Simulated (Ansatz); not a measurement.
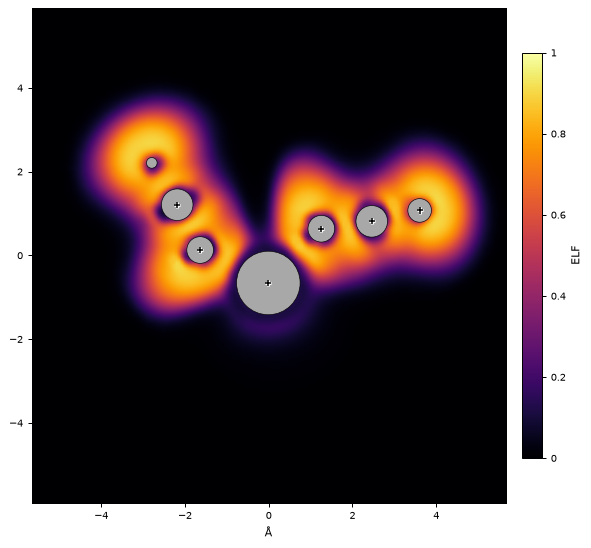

The ELF on a plane through atoms (crosses mark nuclei in the plane; grey discs cover the cores).

Method: RKS PBE0-D4/def2-TZVP in Ansatz.

Candidates:
A. B₁₂Hf
B. CGe₂
C. C₄GeN₄O₄

### Which candidate gave the map?

Candidate C: C₄GeN₄O₄ on the plane of atoms N2, Ge1 and N11, which holds Ge, N, C and O. C–O (1.18 Å): the ELF peaks at about 0.85 between the atoms: a multiple bond. C–N (1.22 Å): the ELF peaks at about 0.85 between the atoms; a short, multiple covalent bond.
